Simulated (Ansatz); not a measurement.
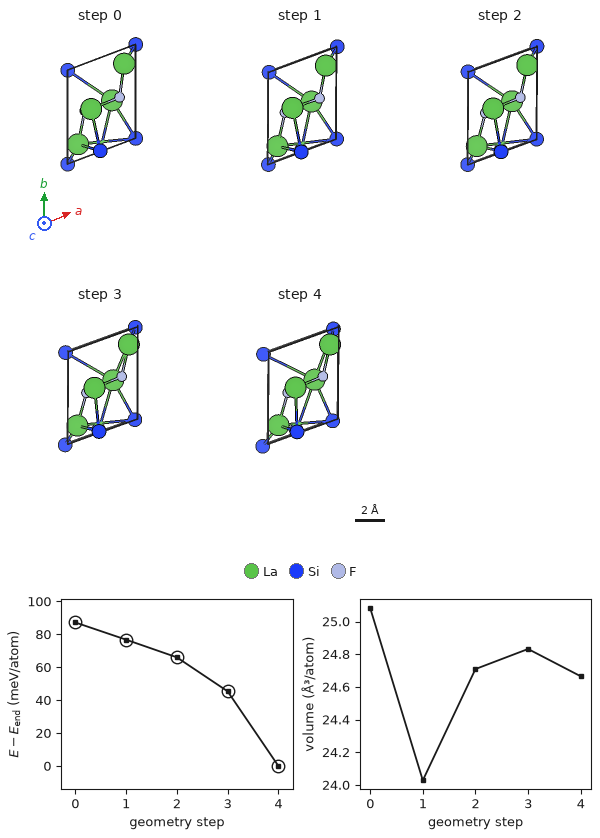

Frames of a relaxation of crystalline La$_{2}$SiF (a generated structure, set up in P1) (coarse preliminary run), marked on the history of the run. A ball-and-stick model of the cell of the calculation, reduced to other axes, seen along the c axis. Lengths and directions refer to the drawn axes.

All numbers below come from DFT PBE, scalar-relativistic, plane waves, PAW (Ansatz).

The input:
```yaml
crystal:
  lattice:
    - [-0.0937912561, 0.0260434121, 5.4773772317]
    - [-4.3732388586, 4.2645893286, 2.8319100667]
    - [-4.3566585699, -4.2219656278, 2.7913908297]
  atoms:
    - { symbol: La, position: [0.8270046822, 0.8325443206, 0.4978013203] }
    - { symbol: La, position: [0.6780585143, 0.5100992275, 0.16071323] }
    - { symbol: La, position: [0.1733853153, 0.1594627724, 0.4992971333] }
    - { symbol: La, position: [0.3087081796, 0.5016082688, 0.8452114054] }
    - { symbol: Si, position: [0.0121669546, 0.0026950023, -0.0112695745] }
    - { symbol: Si, position: [0.4958557763, 0.9915509752, -0.0050842959] }
    - { symbol: F, position: [0.2494648524, 0.5025063576, 0.5020161127] }
    - { symbol: F, position: [0.7553557253, 0.4995330754, 0.5113146687] }
basis:
  ecutwfc: 420
kpoints:
  mp_grid: { grid: [6, 6, 6] }
hamiltonian:
  xc: pbe
scf:
  occupations: { method: gaussian, width: 0.2 }
  lower_state_search: "off"
output:
  forces: true
  stress: true
  eigenvalues: true
relax:
  adjacent_minimum: "off"
  f_tol: 0.025
  max_steps: 60
  cell: { stress_tol: 0.25 }
```

Run as
```bash
ansatz run input.yaml --threads 1 --pin off --max-ram 2560MiB --backend cpu --events-out ev --progress --plain --runs-dir out
```

### What happens along the run?

The run was cut off at its time limit before the relaxation converged, so the last structure is only a point on the way. The energy falls by 87.3 meV per atom in 4 geometry steps. The largest force component goes from 0.39 to 0.73 eV/Å. Pressure: −0.77 GPa at the start and −0.70 GPa at the end. The largest move relative to the cell is that of Si5, 0.42 Å roughly along [−3 −1 0]. Largest moves by element: Si 0.42 Å, La 0.33 Å, F 0.18 Å. Cell: a 5.478 → 5.571 Å (+1.7 %), b 6.579 → 6.432 Å (−2.2 %), c 6.590 → 6.453 Å (−2.1 %), α 80.2° → 81.7°, β 66.5° → 67.3°, γ 67.2° → 67.7°. Volume −1.7 %. Near-neighbour distances that change, for instance: La3–Si5 4.209 → 3.653 Å, La4–Si5 4.203 → 3.749 Å, La2–Si6 4.147 → 3.702 Å, La1–Si6 4.164 → 3.790 Å. Among the angles between lasting bonds that change: La1–Si6–La3 178.2° → 158.9°, La2–Si6–La4 176.7° → 159.2°, La2–Si5–La4 176.6° → 159.9°. The space group stays P1 (No. 1). From step 0 to 1: La2 moves most (0.19 Å), volume −4.2 %, energy −10.5 meV per atom. From step 1 to 2: La2 moves most (0.08 Å), volume +2.8 %, energy −10.7 meV per atom. From step 2 to 3: Si5 moves most (0.20 Å), volume +0.5 %, energy −20.7 meV per atom. From step 3 to 4: Si atoms move most (0.20 Å), volume −0.7 %, energy −45.4 meV per atom.

```tsv
step	E − E(0), meV/atom	largest force component, eV/Å	pressure, GPa	volume, Å³/atom
0	0.00	0.3855	-0.77	25.082
1	-10.47	0.4053	1.47	24.028
2	-21.21	0.1816	-0.10	24.709
3	-41.87	0.5280	-0.64	24.832
4	-87.26	0.7264	-0.70	24.665
```
